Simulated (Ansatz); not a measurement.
# As₂H₃ (doublet): one geometry, many settings at distance As1–As2 = 2.421 Å

Aim: run As₂H₃ (doublet) at one geometry under a spread of methods and options, and see what each costs and gives.

The runs use Ansatz 0.2.0, Gaussian basis; the settings change from run to run.

34 further runs of the same task are left out: 5 for a known fault of the program, 22 that didn't finish, 7 set aside as unsound or not needed.

## 1. The system

The geometry derives from a PBE0/def2-TZVP stationary point (not a proven minimum). One bond is set to the value named and the two fragments are kept rigid. No spin-orbit coupling is included. The filled d shell of As may be among the frozen orbitals whatever the setting's name suggests; the logs give the count.

5 atoms, charge 0, spin multiplicity 2.

Atoms are counted from 1 here; the program's logs count them from 0.

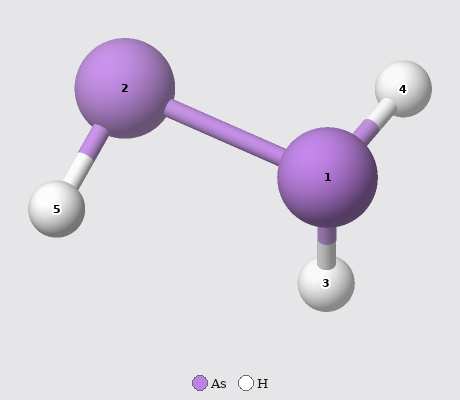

The structure; arsenic purple, hydrogen white; atoms are numbered from 1 in the order of the file.

Geometry (Å):

```
atom    x (Å)    y (Å)    z (Å)
 As1   0.0449   0.0284   1.2002
 As2  -0.0206  -0.0401  -1.2193
  H3  -1.2955   0.7361   1.3538
  H4  -0.5789  -1.3514   1.3532
  H5   0.0639   1.4846  -1.2822
```

## 2. BCCD(T) on ROHF/cc-pVDZ

The input, in.yaml:

```yaml
crystal:
  periodic: [false, false, false]
  atoms:
    - {symbol: As, position_ang: [0.044935, 0.028439, 1.200164]}
    - {symbol: As, position_ang: [-0.020577, -0.040135, -1.219332]}
    - {symbol: H, position_ang: [-1.295538, 0.736132, 1.353769]}
    - {symbol: H, position_ang: [-0.578949, -1.351358, 1.353196]}
    - {symbol: H, position_ang: [0.063884, 1.484618, -1.282235]}
basis:
  gaussian: {orbitals: cc-pVDZ}
magnetization: {spin_polarized: false, initial_magnetization: 1}
correlation: {method: bccd_t, electrons: outside_noble_gas}
accuracy: high
scf: {lower_state_search: full}
```

The run is started by

```bash
> ansatz run in.yaml --threads 1 --pin off --events-out ev --progress --plain --max-ram 2393MiB
```

Output, cut to the lines that bear on the results:

```text
Functional definition: HF
  name "HF"
  cite "Fock, Z. Phys. 61, 126 (1930) doi:10.1007/BF01340294"
  parent pbe
[...]
1493 factors; integrals over basis functions are off by at most 4.5e-9 eV
[...]
mean field -121636.85331662 eV, -4470.0719109655 hartree, gradient 3.3e-8 eV, S^2 0.750000; 6 other end points of the search recorded, 0 dependent functions left out
28 core orbitals not correlated: weight in the atoms' cores, before any rotation towards them, 1.000 or more for the frozen orbitals, at most 0.000 for the correlated occupied ones
reference -121636.85331662 eV, -4470.0719109655 hartree; 7, 6 occupied and 34, 35 virtual orbitals, 1493 factors
second order -5.59926785 eV of doubles, -0.06374890 eV of singles
cycle   1  -6.44951885 eV  change   -7.9e-1 eV  update   7.3e-2
[...]
cycle  26  -6.73274798 eV  change  -4.3e-10 eV  update  9.2e-10
perturbative correction -0.20156436 eV, -0.0074073536 hartree
Total energy: -121643.78762896 eV, -4470.3267422438 hartree
```

Run time: 18 s. Hardware: 1 thread of Arm Neoverse V1, shared host.

From the report: correlation -6.9343 eV; largest double amplitude 0.07.

## 3. MP2 on UHF/def2-SVP

in.yaml, as its differences from that of step 2:

```diff
@@ -9,6 +9,4 @@
 basis:
-  gaussian: {orbitals: cc-pVDZ}
-magnetization: {spin_polarized: false, initial_magnetization: 1}
-correlation: {method: bccd_t, electrons: outside_noble_gas}
-accuracy: high
-scf: {lower_state_search: full}
+  gaussian: {orbitals: def2-SVP}
+magnetization: {spin_polarized: true, initial_magnetization: 1}
+correlation: {method: mp2, electrons: outside_noble_gas}
```

Launched as before.

Output:

```text
Functional definition: HF
  name "HF"
  cite "Fock, Z. Phys. 61, 126 (1930) doi:10.1007/BF01340294"
  parent pbe
  exchange = exact_x
  correlation = 0
785 factors; integrals over basis functions are off by at most 1.2e-3 eV
mean field evaluation 1: about -121622.5677 eV, gradient 7.7e0 eV
mean field evaluation 2: about -121622.5786 eV, gradient 7.7e0 eV
mean field evaluation 4: about -121623.4175 eV, gradient 1.4e0 eV
mean field evaluation 8: about -121623.4474 eV, gradient 1.0e-2 eV
mean field -121623.44735656 eV, -4469.5792510201 hartree, gradient 2.8e-6 eV, S^2 0.764910; 0 other end points of the search recorded, 0 dependent functions left out
28 core orbitals not correlated: weight in the atoms' cores, before any rotation towards them, 1.000 or more for the frozen orbitals, at most 0.000 for the correlated occupied ones
reference -121623.44735656 eV, -4469.5792510201 hartree; 7, 6 occupied and 44, 45 virtual orbitals, 785 factors
second order -5.63056925 eV of doubles, -0.00000000 eV of singles
Total energy: -121629.07792581 eV, -4469.7861706235 hartree
```

Run time: 2.5 s. Hardware: 1 thread of Arm Neoverse V1, shared host.

From the report: ⟨S²⟩ of the determinant 0.765 (pure doublet: 0.75).

## 4. CCSD on UHF/STO-3G

in.yaml, as its differences from that of step 3:

```diff
@@ -9,4 +9,5 @@
 basis:
-  gaussian: {orbitals: def2-SVP}
+  gaussian: {orbitals: STO-3G}
 magnetization: {spin_polarized: true, initial_magnetization: 1}
-correlation: {method: mp2, electrons: outside_noble_gas}
+hamiltonian: {pseudopotentials: {relativity: scalar}}
+correlation: {method: ccsd, electrons: all}
```

The command is unchanged.

Output, cut to the lines that bear on the results:

```text
Functional definition: HF
  name "HF"
  cite "Fock, Z. Phys. 61, 126 (1930) doi:10.1007/BF01340294"
  parent pbe
[...]
397 factors; integrals over basis functions are off by at most 1.8e-5 eV
[...]
mean field -121323.48709467 eV, -4458.5559147160 hartree, gradient 4.5e-6 eV, S^2 0.762641; 1 other end points of the search recorded, 0 dependent functions left out
determinant -121323.48709467 eV, -4458.5559147160 hartree, with singles and doubles -121325.75982983 eV, -4458.6394361927 hartree
determinant -121320.28653701 eV, -4458.4382963915 hartree, with singles and doubles -121322.51314345 eV, -4458.5201226687 hartree
reference -121323.48709467 eV, -4458.5559147160 hartree; 35, 34 occupied and 4, 5 virtual orbitals, 397 factors
second order -1.52062338 eV of doubles, -0.00000000 eV of singles
cycle   1  -2.27276018 eV  change   -2.5e-5 eV  update   6.3e-4
[...]
cycle   6  -2.27295847 eV  change   -3.7e-5 eV  update   9.0e-6
Total energy: -121325.76005314 eV, -4458.6394443989 hartree
Relativity: scalar
```

It took 5.5 s on 1 thread of Arm Neoverse V1, shared host.

From the report: ⟨S²⟩ of the determinant 0.763 (pure doublet: 0.75); correlation -2.2730 eV; T1 0.004; largest double amplitude 0.07.

## 5. NEVPT4(SD)(7,7)/STO-3G

in.yaml, as its differences from that of step 4:

```diff
@@ -10,4 +10,3 @@
   gaussian: {orbitals: STO-3G}
-magnetization: {spin_polarized: true, initial_magnetization: 1}
-hamiltonian: {pseudopotentials: {relativity: scalar}}
-correlation: {method: ccsd, electrons: all}
+magnetization: {spin_polarized: false, initial_magnetization: 1}
+correlation: {method: fic_nevpt4_sd, electrons: valence, active_space: {window: {electrons: 7, orbitals: 7}, states: [{multiplicity: 2, weights: [1, 1, 0.5]}]}}
```

Launched as before.

Output, cut to the lines that bear on the results:

```text
Functional definition: HF
  name "HF"
  cite "Fock, Z. Phys. 61, 126 (1930) doi:10.1007/BF01340294"
  parent pbe
[...]
500 factors; integrals over basis functions are off by at most 5.7e-8 eV
[...]
mean field -120282.70398554 eV, -4420.3078409235 hartree, gradient 2.7e-6 eV, S^2 0.750000; 0 other end points of the search recorded, 0 dependent functions left out
reference -120282.70398554 eV, -4420.3078409235 hartree; 35, 34 occupied and 4, 5 virtual orbitals, 500 factors
state -120283.99358392 eV, -4420.3552327900 hartree
state -120280.50877367 eV, -4420.2271683753 hartree
state -120278.05508764 eV, -4420.1369970769 hartree
state -120283.99358392 eV, -4420.3552327900 hartree; corrected -120284.95777172 eV, -4420.3906660380 hartree
state -120280.50877367 eV, -4420.2271683753 hartree; corrected -120281.73128091 eV, -4420.2720946876 hartree
state -120278.05508764 eV, -4420.1369970769 hartree; corrected -120279.38250169 eV, -4420.1857786435 hartree
Total energy: -120282.55212139 eV, -4420.3022600190 hartree
```

Wall time 14 s (1 thread of Arm Neoverse V1, shared host).

From the report: 1,225 determinants; active occupations (of the averaged states) 1.97, 1.81, 1.57, 1.52, 0.08, 0.03, 0.03.

## 6. CCSDT(Q) on UHF/STO-3G

The input, in.yaml:

```yaml
crystal:
  periodic: [false, false, false]
  atoms:
    - {symbol: As, position_ang: [0.044935, 0.028439, 1.200164]}
    - {symbol: As, position_ang: [-0.020577, -0.040135, -1.219332]}
    - {symbol: H, position_ang: [-1.295538, 0.736132, 1.353769]}
    - {symbol: H, position_ang: [-0.578949, -1.351358, 1.353196]}
    - {symbol: H, position_ang: [0.063884, 1.484618, -1.282235]}
basis:
  gaussian: {orbitals: STO-3G, fitting: {mean_field: def2-universal-jkfit}}
magnetization: {spin_polarized: true, initial_magnetization: 1}
correlation: {method: ccsdt_q, electrons: valence}
```

Same command.

Output, cut to the lines that bear on the results:

```text
Functional definition: HF
  name "HF"
  cite "Fock, Z. Phys. 61, 126 (1930) doi:10.1007/BF01340294"
  parent pbe
[...]
586 factors; integrals over basis functions are off by at most 1.7e-2 eV
[...]
mean field -120282.76021402 eV, -4420.3099072823 hartree, gradient 2.1e-6 eV, S^2 0.762231; 1 other end points of the search recorded, 0 dependent functions left out
determinant -120282.76021402 eV, -4420.3099072823 hartree, with singles and doubles -120284.99817218 eV, -4420.3921507275 hartree
determinant -120279.58871389 eV, -4420.1933568021 hartree, with singles and doubles -120281.78894858 eV, -4420.2742139354 hartree
18 core orbitals not correlated: weight in the atoms' cores, before any rotation towards them, 1.000 or more for the frozen orbitals, at most 0.000 for the correlated occupied ones
reference -120282.76021402 eV, -4420.3099072823 hartree; 17, 16 occupied and 4, 5 virtual orbitals, 586 factors
second order -1.48994836 eV of doubles, -0.00000000 eV of singles
cycle   1  -1.94913193 eV  change   -4.6e-1 eV  update   6.5e-2
[...]
cycle  18  -2.25392428 eV  change    1.1e-7 eV  update   9.9e-7
perturbative correction -0.00045036 eV, -0.0000165505 hartree
Total energy: -120285.01458867 eV, -4420.3927540223 hartree
```

It took 8.5 s on 1 thread of Arm Neoverse V1, shared host.

From the report: ⟨S²⟩ of the determinant 0.762 (pure doublet: 0.75); correlation -2.2544 eV; T1 0.006; largest double amplitude 0.07.

## 7. BCCD(T) on ROHF/cc-pVDZ

in.yaml, as its differences from that of step 6:

```diff
@@ -9,4 +9,5 @@
 basis:
-  gaussian: {orbitals: STO-3G, fitting: {mean_field: def2-universal-jkfit}}
-magnetization: {spin_polarized: true, initial_magnetization: 1}
-correlation: {method: ccsdt_q, electrons: valence}
+  gaussian: {orbitals: cc-pVDZ, point_charges: [{charge: -0.50, position_ang: [4.451, -0.260, 0.723]}]}
+magnetization: {spin_polarized: false, initial_magnetization: 1}
+hamiltonian: {pseudopotentials: {relativity: scalar}}
+correlation: {method: bccd_t, electrons: outside_noble_gas, diis_vectors: 1}
```

Same command.

Output, cut to the lines that bear on the results:

```text
Functional definition: HF
  name "HF"
  cite "Fock, Z. Phys. 61, 126 (1930) doi:10.1007/BF01340294"
  parent pbe
[...]
789 factors; integrals over basis functions are off by at most 1.3e-3 eV
[...]
mean field -122692.86608784 eV, -4508.8796645167 hartree, gradient 2.8e-6 eV, S^2 0.750000; 1 other end points of the search recorded, 0 dependent functions left out
determinant -122692.86608784 eV, -4508.8796645167 hartree, with singles and doubles -122699.61998741 eV, -4509.1278657479 hartree
determinant -122690.10584891 eV, -4508.7782276069 hartree, with singles and doubles -122697.02829010 eV, -4509.0326226284 hartree
28 core orbitals not correlated: weight in the atoms' cores, before any rotation towards them, 1.000 or more for the frozen orbitals, at most 0.000 for the correlated occupied ones
reference -122692.86608784 eV, -4508.8796645167 hartree; 7, 6 occupied and 34, 35 virtual orbitals, 789 factors
second order -5.61225828 eV of doubles, -0.06369797 eV of singles
cycle   1  -6.74923523 eV  change    4.7e-3 eV  update   3.7e-3
[...]
cycle  11  -6.74785919 eV  change    6.0e-7 eV  update   1.1e-5
perturbative correction -0.20301117 eV, -0.0074605227 hartree
Total energy: -122699.81695820 eV, -4509.1351042907 hartree
Relativity: scalar
```

Run time: 8 s. Hardware: 1 thread of Arm Neoverse V1, shared host.

From the report: correlation -6.9509 eV; largest double amplitude 0.07.

## 8. CCSD on ROHF/def2-mTZVP

in.yaml, as its differences from that of step 7:

```diff
@@ -9,5 +9,6 @@
 basis:
-  gaussian: {orbitals: cc-pVDZ, point_charges: [{charge: -0.50, position_ang: [4.451, -0.260, 0.723]}]}
+  gaussian: {orbitals: def2-mTZVP}
 magnetization: {spin_polarized: false, initial_magnetization: 1}
-hamiltonian: {pseudopotentials: {relativity: scalar}}
-correlation: {method: bccd_t, electrons: outside_noble_gas, diis_vectors: 1}
+correlation: {method: ccsd, electrons: outside_noble_gas}
+scf: {lower_state_search: full}
+output: {forces: true}
```

Same command.

Output, cut to the lines that bear on the results:

```text
Functional definition: HF
  name "HF"
  cite "Fock, Z. Phys. 61, 126 (1930) doi:10.1007/BF01340294"
  parent pbe
[...]
857 factors; integrals over basis functions are off by at most 6.9e-4 eV
[...]
mean field -121638.14555457 eV, -4470.1193998340 hartree, gradient 2.8e-6 eV, S^2 0.750000; 6 other end points of the search recorded, 0 dependent functions left out
[...]
28 core orbitals not correlated: weight in the atoms' cores, before any rotation towards them, 1.000 or more for the frozen orbitals, at most 0.000 for the correlated occupied ones
reference -121638.14555457 eV, -4470.1193998340 hartree; 7, 6 occupied and 46, 47 virtual orbitals, 857 factors
second order -5.23577104 eV of doubles, -0.06356614 eV of singles
cycle   1  -5.98904283 eV  change   -6.9e-1 eV  update   7.6e-2
[...]
cycle  14  -6.31559636 eV  change    8.6e-7 eV  update   1.1e-6
[...]
Total energy: -121644.46115093 eV, -4470.3514937195 hartree
Atom 0 at     0.044935     0.028439     1.200164 Å, force     0.243714     0.046036     0.279259 eV/Å
Atom 1 at    -0.020577    -0.040135    -1.219332 Å, force    -0.000766    -0.218066    -0.322525 eV/Å
Atom 2 at    -1.295538     0.736132     1.353769 Å, force    -0.191301     0.115451     0.050313 eV/Å
Atom 3 at    -0.578949    -1.351358     1.353196 Å, force    -0.071306    -0.203919     0.063464 eV/Å
Atom 4 at     0.063884     1.484618    -1.282235 Å, force     0.019659     0.260498    -0.070511 eV/Å
Dipole moment:    -0.100389     0.044368     0.037445 e Å
```

Wall time 22 s (1 thread of Arm Neoverse V1, shared host).

From the report: correlation -6.3156 eV; T1 0.020; largest double amplitude 0.07.

## 9. CCSD(T) on UHF/cc-pVDZ

in.yaml, as its differences from that of step 8:

```diff
@@ -9,6 +9,6 @@
 basis:
-  gaussian: {orbitals: def2-mTZVP}
-magnetization: {spin_polarized: false, initial_magnetization: 1}
-correlation: {method: ccsd, electrons: outside_noble_gas}
-scf: {lower_state_search: full}
+  gaussian: {orbitals: cc-pVDZ}
+magnetization: {spin_polarized: true, initial_magnetization: 1}
+correlation: {method: ccsd_t, electrons: outside_noble_gas}
+scf: {omitted_lower_state_checks: [cluster_reference]}
 output: {forces: true}
```

Launched as before.

Output, cut to the lines that bear on the results:

```text
Functional definition: HF
  name "HF"
  cite "Fock, Z. Phys. 61, 126 (1930) doi:10.1007/BF01340294"
  parent pbe
[...]
788 factors; integrals over basis functions are off by at most 1.3e-3 eV
[...]
mean field -121636.96383233 eV, -4470.0759723429 hartree, gradient 7.3e-6 eV, S^2 0.764573; 0 other end points of the search recorded, 0 dependent functions left out
28 core orbitals not correlated: weight in the atoms' cores, before any rotation towards them, 1.000 or more for the frozen orbitals, at most 0.000 for the correlated occupied ones
reference -121636.96383233 eV, -4470.0759723429 hartree; 7, 6 occupied and 34, 35 virtual orbitals, 788 factors
second order -5.54330384 eV of doubles, -0.00000000 eV of singles
cycle   1  -6.31472462 eV  change   -7.7e-1 eV  update   7.4e-2
[...]
cycle  14  -6.63294343 eV  change    1.2e-6 eV  update   1.1e-6
perturbative correction -0.19220515 eV, -0.0070634090 hartree
[...]
Total energy: -121643.78898092 eV, -4470.3267919271 hartree
Atom 0 at     0.044935     0.028439     1.200164 Å, force     0.141071     0.046057     0.468392 eV/Å
Atom 1 at    -0.020577    -0.040135    -1.219332 Å, force    -0.017409    -0.136328    -0.492228 eV/Å
Atom 2 at    -1.295538     0.736132     1.353769 Å, force    -0.103979     0.067590     0.020959 eV/Å
Atom 3 at    -0.578949    -1.351358     1.353196 Å, force    -0.033114    -0.115271     0.025613 eV/Å
Atom 4 at     0.063884     1.484618    -1.282235 Å, force     0.013431     0.137952    -0.022737 eV/Å
Dipole moment:    -0.079980     0.032471     0.032282 e Å
Checks for a lower state left out: cluster_reference
```

Run time: 11 s. Hardware: 1 thread of Arm Neoverse V1, shared host.

From the report: ⟨S²⟩ of the determinant 0.765 (pure doublet: 0.75); correlation -6.8251 eV; T1 0.016; largest double amplitude 0.07.

## 10. MP2 on ROHF/cc-pVDZ

in.yaml, as its differences from that of step 9:

```diff
@@ -10,5 +10,5 @@
   gaussian: {orbitals: cc-pVDZ}
-magnetization: {spin_polarized: true, initial_magnetization: 1}
-correlation: {method: ccsd_t, electrons: outside_noble_gas}
-scf: {omitted_lower_state_checks: [cluster_reference]}
+magnetization: {spin_polarized: false, initial_magnetization: 1}
+correlation: {method: mp2, electrons: valence}
+scf: {lower_state_search: off}
 output: {forces: true}
```

The command is unchanged.

Output, cut to the lines that bear on the results:

```text
Functional definition: HF
  name "HF"
  cite "Fock, Z. Phys. 61, 126 (1930) doi:10.1007/BF01340294"
  parent pbe
[...]
788 factors; integrals over basis functions are off by at most 1.3e-3 eV
[...]
mean field -121636.85316555 eV, -4470.0719054135 hartree, gradient 1.4e-6 eV, S^2 0.750000; 0 other end points of the search recorded, 0 dependent functions left out
18 core orbitals not correlated: weight in the atoms' cores, before any rotation towards them, 1.000 or more for the frozen orbitals, at most 0.000 for the correlated occupied ones
reference -121636.85316555 eV, -4470.0719054135 hartree; 17, 16 occupied and 34, 35 virtual orbitals, 788 factors
second order -6.59318985 eV of doubles, -0.06622520 eV of singles
[...]
Total energy: -121643.51258060 eV, -4470.3166344028 hartree
Atom 0 at     0.044935     0.028439     1.200164 Å, force    -0.166864    -0.064300     0.164243 eV/Å
Atom 1 at    -0.020577    -0.040135    -1.219332 Å, force     0.000406     0.127725    -0.138650 eV/Å
Atom 2 at    -1.295538     0.736132     1.353769 Å, force     0.102940    -0.037481    -0.011923 eV/Å
Atom 3 at    -0.578949    -1.351358     1.353196 Å, force     0.064122     0.090100    -0.002082 eV/Å
Atom 4 at     0.063884     1.484618    -1.282235 Å, force    -0.000605    -0.116044    -0.011588 eV/Å
Dipole moment:    -0.094304     0.039460     0.028787 e Å
Checks for a lower state left out: starts, cluster_reference, orbital_swaps, neighbouring_geometries, increment
```

Run time: 5 s. Hardware: 1 thread of Arm Neoverse V1, shared host.

## 11. The runs in one table

Where basis and cores are those of an earlier UCCSDT(Q)/cc-pVDZ run (-121643.8302 eV), and the state is the same kind, the miss against it is given.

```
                                                          level         correlated  functions   energy (eV)  from UCCSDT(Q) (meV)   time
                                        BCCD(T) on ROHF/cc-pVDZ  outside noble gas         69  -121643.7876                  42.6   18 s
                                            MP2 on UHF/def2-SVP  outside noble gas         79  -121629.0779                        2.5 s
                            CCSD on UHF/STO-3G (relativity set)                all         39  -121325.7601                        5.5 s
                NEVPT4(SD)(7,7)/STO-3G (mean of several states)            valence         39  -120282.5521                         14 s
                                         CCSDT(Q) on UHF/STO-3G            valence         39  -120285.0146                        8.5 s
BCCD(T) on ROHF/cc-pVDZ (beside a point charge, relativity set)  outside noble gas         69  -122699.8170                          8 s
                                        CCSD on ROHF/def2-mTZVP  outside noble gas         81  -121644.4612                         22 s
                                         CCSD(T) on UHF/cc-pVDZ  outside noble gas         69  -121643.7890                  41.2   11 s
                                            MP2 on ROHF/cc-pVDZ            valence         69  -121643.5126                          5 s
```

## 12. Summary of results

```
quantity                          value
    runs                              9
quickest     MP2 on UHF/def2-SVP, 2.5 s
 slowest  CCSD on ROHF/def2-mTZVP, 22 s
```

What this shows: Total energies in different bases, with other cores or another treatment of relativity can't be set against each other. CCSD on ROHF/def2-mTZVP took 9 times as long as MP2 on UHF/def2-SVP; the jobs differ in more than the method. Among the correlated runs with a miss given, it spans +41 to +43 meV.
